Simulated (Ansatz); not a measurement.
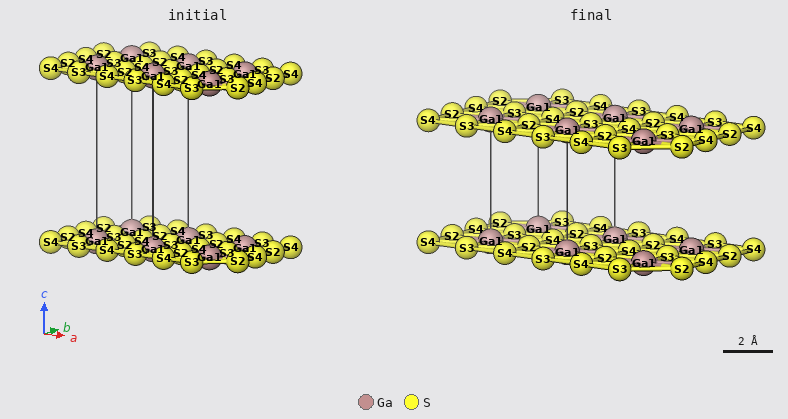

The structure of a crystal of GaS3 (a generated structure, set up in P6/mmm) (coarse preliminary run) before (left) and after (right) a relaxation, at one scale.

The picture is a ball-and-stick view of the cell of the calculation, repeated 2 × 1 × 1 with one cell outlined, seen slightly off an axis.

The calculation used DFT PBE, scalar-relativistic, plane waves, PAW in Ansatz.

The input:
```yaml
crystal:
  lattice:
    - [3.8428691, 0.0, 0.0]
    - [-1.92143455, 3.32802226, 0.0]
    - [0.0, 0.0, 7.26208943]
  atoms:
    - { symbol: Ga, position: [0.0, 0.0, 0.0] }
    - { symbol: S, position: [0.5, 0.0, 0.0] }
    - { symbol: S, position: [0.0, 0.5, 0.0] }
    - { symbol: S, position: [0.5, 0.5, 0.0] }
basis:
  ecutwfc: 420
kpoints:
  mp_grid: { grid: [6, 6, 4] }
hamiltonian:
  xc: pbe
scf:
  occupations: { method: gaussian, width: 0.1 }
  lower_state_search: "off"
output:
  forces: true
  stress: true
  eigenvalues: true
relax:
  adjacent_minimum: "off"
  f_tol: 0.04
  max_steps: 70
  cell: { stress_tol: 0.4 }
```

Run as
```bash
ansatz run input.yaml --threads 1 --pin off --max-ram 2560MiB --backend cpu --events-out ev --progress --plain --runs-dir out
```

> Describe what moved and what it gained.

After 15 accepted moves (17 points after the start) the energy has fallen by 21.765 eV per cell of the calculation. All forces vanish by symmetry, so only the cell relaxes. Pressure: 105.13 GPa at the start and 0.00 GPa at the end. The SCF was repeated twice at an unchanged geometry on a basis and grid sized afresh for the cell, which shifted the energy by 0.435 eV per cell of the calculation at most. The atoms keep their places relative to the cell (all moves are under 0.005 Å). The volume changes by +28.8 %, with a = b 3.843 → 5.209 Å (+35.6 %), c 7.262 → 5.090 Å (−29.9 %). Among the contacts that change: S2–S3 1.921 → 2.605 Å, Ga1–S2 1.921 → 2.605 Å. The space group stays P6/mmm (No. 191). The run took 33 s on 1 thread of Intel(R) Xeon(R) 6975P-C (Granite Rapids) (shared host), peak memory 0.4 GiB.
